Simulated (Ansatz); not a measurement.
# CH7AlO (SMILES C[OH+][AlH3-]) at 6 levels

Aim: a comparison of 6 runs (HF/3-21G, HF/cc-pVTZ, PBE/6-31+G*, PBE0/def2-SVP, CCSD/6-31G*, CCSD/def2-SVP) of CH7AlO. 

The results are computed with Ansatz 0.2.0.

4 further runs of the same task are left out: 2 for a known fault of the program, 2 set aside as unsound or not needed.

### 1 Starting point

CH7AlO: 10 atoms, total charge 0, spin state singlet. As SMILES, `C[OH+][AlH3-]`. The shape is that of a PBE0-D4/def2-TZVP optimisation.

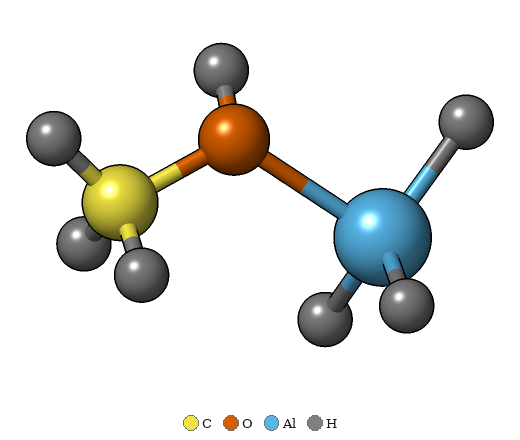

Viewed from a chosen angle; carbon yellow, oxygen orange, aluminium blue, hydrogen grey.

### 2 Energy and forces at HF/3-21G (run 1)

job.yaml

```yaml
crystal:
  periodic: [false, false, false]
  atoms:
    - {symbol: C, position_ang: [-1.049000, 0.620000, -0.668700]}
    - {symbol: O, position_ang: [0.339000, 0.266800, -0.599300]}
    - {symbol: Al, position_ang: [1.027900, -0.640800, 1.030900]}
    - {symbol: H, position_ang: [-1.218800, 1.269100, -1.527800]}
    - {symbol: H, position_ang: [-1.670600, -0.275000, -0.724500]}
    - {symbol: H, position_ang: [-1.269600, 1.161200, 0.249200]}
    - {symbol: H, position_ang: [0.624400, -0.170400, -1.407900]}
    - {symbol: H, position_ang: [-0.050200, -1.823600, 1.147000]}
    - {symbol: H, position_ang: [0.888900, 0.558600, 2.076500]}
    - {symbol: H, position_ang: [2.461200, -1.017100, 0.427500]}
basis:
  gaussian:
    orbitals: 3-21G.json
hamiltonian:
  xc: hf
accuracy: high
output: {forces: true, orbitals: {seedname: orbitals}}
```

The basis set 3-21G is read from a file made from the Basis Set Exchange's data (not shown).

Run with:

```
ansatz run job.yaml --threads 1 --pin off --max-ram 2610MiB --events-out events.jsonl --progress --plain --runs-dir runs
```

What it wrote:

```text
Warning: RAYON_NUM_THREADS=1 ignored (pool sized by the plan → 1); use --threads N
Functional definition: HF
  name "HF"
  exchange = exact_x
  correlation = 0
1053 factors; integrals over basis functions are off by at most 6.3e-9 eV
mean field evaluation 1: about -9705.9701 eV, gradient 2.0e1 eV
mean field evaluation 2: about -9706.2882 eV, gradient 2.0e1 eV
mean field evaluation 4: about -9707.3731 eV, gradient 2.6e0 eV
mean field evaluation 8: about -9707.3893 eV, gradient 2.4e-4 eV
mean field -9707.38926032 eV, -356.7399754120 hartree, gradient 1.5e-8 eV, S^2 0.000000; 0 other end points of the search recorded, 0 dependent functions left out
the calculation of the forces begins
reference -9707.38926032 eV, -356.7399754120 hartree; 17, 17 occupied and 28, 28 virtual orbitals, 1053 factors
Total energy: -9707.38926032 eV, -356.7399754120 hartree
Atom 0 at    -1.049000     0.620000    -0.668700 Å, force    -1.447902     0.647053     0.120787 eV/Å
Atom 1 at     0.339000     0.266800    -0.599300 Å, force     0.741420    -0.904611     0.363515 eV/Å
Atom 2 at     1.027900    -0.640800     1.030900 Å, force    -0.016923     0.488472    -0.398807 eV/Å
Atom 3 at    -1.218800     1.269100    -1.527800 Å, force     0.029370    -0.241335     0.302944 eV/Å
Atom 4 at    -1.670600    -0.275000    -0.724500 Å, force     0.218015     0.339743    -0.008132 eV/Å
Atom 5 at    -1.269600     1.161200     0.249200 Å, force     0.036832    -0.180425    -0.378976 eV/Å
Atom 6 at     0.624400    -0.170400    -1.407900 Å, force     0.365127     0.074206    -0.243744 eV/Å
Atom 7 at    -0.050200    -1.823600     1.147000 Å, force    -0.130960    -0.189164     0.024996 eV/Å
Atom 8 at     0.888900     0.558600     2.076500 Å, force     0.002130     0.090399     0.225203 eV/Å
Atom 9 at     2.461200    -1.017100     0.427500 Å, force     0.202891    -0.124338    -0.007784 eV/Å
Dipole moment:    -0.641422     0.302102    -0.929569 e Å
```

Wall time 0.7 s (1 thread of Arm Neoverse V2, shared host); peak memory 0.26 GiB.

### 3 Energy and gradient at HF/cc-pVTZ (run 2)

in.yaml

```yaml
crystal:
  periodic: [false, false, false]
  atoms:
    - {symbol: C, position_ang: [-1.049000, 0.620000, -0.668700]}
    - {symbol: O, position_ang: [0.339000, 0.266800, -0.599300]}
    - {symbol: Al, position_ang: [1.027900, -0.640800, 1.030900]}
    - {symbol: H, position_ang: [-1.218800, 1.269100, -1.527800]}
    - {symbol: H, position_ang: [-1.670600, -0.275000, -0.724500]}
    - {symbol: H, position_ang: [-1.269600, 1.161200, 0.249200]}
    - {symbol: H, position_ang: [0.624400, -0.170400, -1.407900]}
    - {symbol: H, position_ang: [-0.050200, -1.823600, 1.147000]}
    - {symbol: H, position_ang: [0.888900, 0.558600, 2.076500]}
    - {symbol: H, position_ang: [2.461200, -1.017100, 0.427500]}
basis:
  gaussian:
    orbitals: cc-pVTZ
hamiltonian:
  xc: hf
  pseudopotentials: {relativity: none}
output: {forces: true, orbitals: {seedname: orbitals}}
```

Run with:

```
ansatz run in.yaml --threads 1 --pin off --max-ram 2610MiB --events-out events.jsonl --progress --plain --runs-dir runs
```

What it wrote:

```text
Warning: RAYON_NUM_THREADS=1 ignored (pool sized by the plan → 1); use --threads N
[... 4 set-up lines as earlier in the session ...]
1195 factors; their error is unknown
mean field evaluation 1: about -9760.6721 eV, gradient 2.6e1 eV
mean field evaluation 2: about -9762.1769 eV, gradient 1.2e1 eV
mean field evaluation 4: about -9762.4429 eV, gradient 4.7e-1 eV
mean field evaluation 8: about -9762.5519 eV, gradient 4.1e-1 eV
mean field -9762.55200077 eV, -358.7671687328 hartree, gradient 1.5e-5 eV, S^2 0.000000; 0 other end points of the search recorded, 0 dependent functions left out
the calculation of the forces begins
reference -9762.55200077 eV, -358.7671687328 hartree; 17, 17 occupied and 175, 175 virtual orbitals, 1195 factors
Total energy: -9762.55200077 eV, -358.7671687328 hartree
Atom 0 at    -1.049000     0.620000    -0.668700 Å, force    -0.167160     0.153535     0.090688 eV/Å
Atom 1 at     0.339000     0.266800    -0.599300 Å, force    -0.105440    -0.560881    -0.967708 eV/Å
Atom 2 at     1.027900    -0.640800     1.030900 Å, force     0.047643     0.054511    -0.056364 eV/Å
Atom 3 at    -1.218800     1.269100    -1.527800 Å, force     0.086941    -0.250257     0.290285 eV/Å
Atom 4 at    -1.670600    -0.275000    -0.724500 Å, force     0.277148     0.323905    -0.013704 eV/Å
Atom 5 at    -1.269600     1.161200     0.249200 Å, force     0.059797    -0.184801    -0.351674 eV/Å
Atom 6 at     0.624400    -0.170400    -1.407900 Å, force    -0.259674     0.530932     0.900580 eV/Å
Atom 7 at    -0.050200    -1.823600     1.147000 Å, force     0.037617     0.006443     0.028584 eV/Å
Atom 8 at     0.888900     0.558600     2.076500 Å, force     0.023396    -0.048545     0.017794 eV/Å
Atom 9 at     2.461200    -1.017100     0.427500 Å, force    -0.000269    -0.024843     0.061520 eV/Å
Dipole moment:    -0.574455     0.321366    -0.876320 e Å
```

Run time: 3.6 s. Hardware: 1 thread of Arm Neoverse V2, shared host; peak memory 0.38 GiB.

Run 3 isn't shown in full; the table further down has it.

### 4 Energy and gradient at PBE0/def2-SVP (run 4)

job.yaml

```yaml
crystal:
  periodic: [false, false, false]
  atoms:
    - symbol: C
      position_ang: [-1.049000, 0.620000, -0.668700]
    - symbol: O
      position_ang: [0.339000, 0.266800, -0.599300]
    - symbol: Al
      position_ang: [1.027900, -0.640800, 1.030900]
    - symbol: H
      position_ang: [-1.218800, 1.269100, -1.527800]
    - symbol: H
      position_ang: [-1.670600, -0.275000, -0.724500]
    - symbol: H
      position_ang: [-1.269600, 1.161200, 0.249200]
    - symbol: H
      position_ang: [0.624400, -0.170400, -1.407900]
    - symbol: H
      position_ang: [-0.050200, -1.823600, 1.147000]
    - symbol: H
      position_ang: [0.888900, 0.558600, 2.076500]
    - symbol: H
      position_ang: [2.461200, -1.017100, 0.427500]
basis:
  gaussian:
    orbitals: def2-SVP
hamiltonian:
  xc: pbe0
accuracy: high
output:
  forces: true
  orbitals: {seedname: orbitals}
```

Run with:

```
ansatz run job.yaml --threads 1 --pin off --max-ram 2610MiB --events-out events.jsonl --progress --plain --runs-dir runs
```

What it wrote:

```text
Warning: RAYON_NUM_THREADS=1 ignored (pool sized by the plan → 1); use --threads N
Functional definition: PBE0
  name "PBE0"
  parameter a = 0.25
  parameter kappa = 0.804
  parameter beta = 0.06672455060314922
  exchange = (1 - a)*pbe_x(kappa = kappa, mu = beta*pi^2/3) + a*exact_x
  correlation = pbe_c(beta = beta)
1898 factors; integrals over basis functions are off by at most 3.8e-9 eV
mean field evaluation 1: about -9780.6772 eV, gradient 3.4e1 eV
mean field evaluation 2: about -9780.3805 eV, gradient 3.9e1 eV
mean field evaluation 4: about -9783.2216 eV, gradient 1.7e0 eV
mean field evaluation 8: about -9783.4066 eV, gradient 1.2e-1 eV
mean field evaluation 16: about -9783.4066 eV, gradient 2.4e-6 eV
mean field -9783.40659863 eV, -359.5335610683 hartree, gradient 6.5e-8 eV, S^2 0.000000; 0 other end points of the search recorded, 0 dependent functions left out
the calculation of the forces begins
reference -9783.40660149 eV, -359.5335611737 hartree; 17, 17 occupied and 64, 64 virtual orbitals, 1898 factors
Total energy: -9783.40660149 eV, -359.5335611737 hartree
Atom 0 at    -1.049000     0.620000    -0.668700 Å, force     0.511627    -0.121291    -0.020034 eV/Å
Atom 1 at     0.339000     0.266800    -0.599300 Å, force    -0.302107     0.111118     0.058681 eV/Å
Atom 2 at     1.027900    -0.640800     1.030900 Å, force     0.068244    -0.007887     0.077445 eV/Å
Atom 3 at    -1.218800     1.269100    -1.527800 Å, force    -0.071301     0.191095    -0.229059 eV/Å
Atom 4 at    -1.670600    -0.275000    -0.724500 Å, force    -0.210539    -0.237190    -0.014788 eV/Å
Atom 5 at    -1.269600     1.161200     0.249200 Å, force    -0.095005     0.164261     0.250599 eV/Å
Atom 6 at     0.624400    -0.170400    -1.407900 Å, force     0.079686    -0.061509    -0.167846 eV/Å
Atom 7 at    -0.050200    -1.823600     1.147000 Å, force    -0.037178    -0.050360     0.004468 eV/Å
Atom 8 at     0.888900     0.558600     2.076500 Å, force     0.002355     0.034543     0.051303 eV/Å
Atom 9 at     2.461200    -1.017100     0.427500 Å, force     0.054217    -0.022779    -0.010768 eV/Å
Dipole moment:    -0.557215     0.318730    -0.878590 e Å
```

Wall time 8.4 s (1 thread of Arm Neoverse V2, shared host); peak memory 0.26 GiB.

Run 5 isn't shown in full; the table further down has it.

### 5 Energy and forces at CCSD/def2-SVP (run 6)

job.yaml

```yaml
crystal:
  periodic: [false, false, false]
  atoms:
    - {symbol: C, position_ang: [-1.049000, 0.620000, -0.668700]}
    - {symbol: O, position_ang: [0.339000, 0.266800, -0.599300]}
    - {symbol: Al, position_ang: [1.027900, -0.640800, 1.030900]}
    - {symbol: H, position_ang: [-1.218800, 1.269100, -1.527800]}
    - {symbol: H, position_ang: [-1.670600, -0.275000, -0.724500]}
    - {symbol: H, position_ang: [-1.269600, 1.161200, 0.249200]}
    - {symbol: H, position_ang: [0.624400, -0.170400, -1.407900]}
    - {symbol: H, position_ang: [-0.050200, -1.823600, 1.147000]}
    - {symbol: H, position_ang: [0.888900, 0.558600, 2.076500]}
    - {symbol: H, position_ang: [2.461200, -1.017100, 0.427500]}
basis:
  gaussian:
    orbitals: def2-SVP
magnetization:
  spin_polarized: false
correlation:
  method: ccsd
  frozen_orbitals: {Al: 5, C: 1, H: 0, O: 1}
accuracy: high
scf:
  omitted_lower_state_checks: [cluster_reference, increment]
output: {forces: true, orbitals: {seedname: orbitals}}
```

Run with:

```
ansatz run job.yaml --threads 1 --pin off --max-ram 2610MiB --events-out events.jsonl --progress --plain --runs-dir runs
```

What it wrote:

```text
Warning: RAYON_NUM_THREADS=1 ignored (pool sized by the plan → 1); use --threads N
[... 11 lines left out ...]
7 core orbitals not correlated: weight in the atoms' cores, before any rotation towards them, 1.000 or more for the frozen orbitals, at most 0.000 for the correlated occupied ones
[... 22 lines left out ...]
Total energy: -9769.25258363 eV, -359.0134106111 hartree
[... 10 lines left out ...]
Dipole moment:    -0.572375     0.323408    -0.892045 e Å
Checks for a lower state left out: cluster_reference, increment
```

It took 30 s on 1 thread of Arm Neoverse V2, shared host; peak memory 0.58 GiB.

### 6 All runs side by side

```tsv
run	level	accuracy	frozen core orbitals	energy (Eh)	dipole moment (D)	HOMO energy (eV)	LUMO energy (eV)	wall time
1	HF/3-21G	high	–	-356.739975	5.62	-10.38	3.42	0.7 s
2	HF/cc-pVTZ	medium	–	-358.767169	5.26	-10.57	2.56	3.6 s
3	PBE/6-31+G* (spherical functions)	high	–	-359.635964	5.07	-6.17	-1.42	7.2 s
4	PBE0/def2-SVP	high	–	-359.533561	5.23	-7.38	0.06	8.4 s
5	CCSD/6-31G* (spherical functions)	high	7	-359.091911	5.29	-10.49	3.02	11 s
6	CCSD/def2-SVP	high	7	-359.013411	5.32	-10.55	3.18	30 s
```

### 7 What came out

```
                                          quantity          value
                               run 6: total energy  -359.01341 Eh
         run 6: dipole moment (correlated density)         5.32 D
        run 6: HOMO energy (Hartree–Fock orbitals)      -10.55 eV
        run 6: LUMO energy (Hartree–Fock orbitals)        3.18 eV
      run 6: HOMO–LUMO gap (Hartree–Fock orbitals)       13.73 eV
run 6: correlation energy (7 core orbitals frozen)     -465.6 mEh
                              run 6: T1 diagnostic          0.009
                   run 6: largest force on an atom     0.296 eV/Å
```

What this shows: The dipole moment (its size) runs from 5.07 D (PBE/6-31+G*) to 5.62 D (HF/3-21G). The two ends differ in method and basis. Over runs 1, 2, 3, 4 the HOMO–LUMO gap runs from 4.75 eV (PBE/6-31+G*) to 13.80 eV (HF/3-21G). Totals of different functionals can't be ranked against each other. All runs together took 61 s, the longest 30 s.
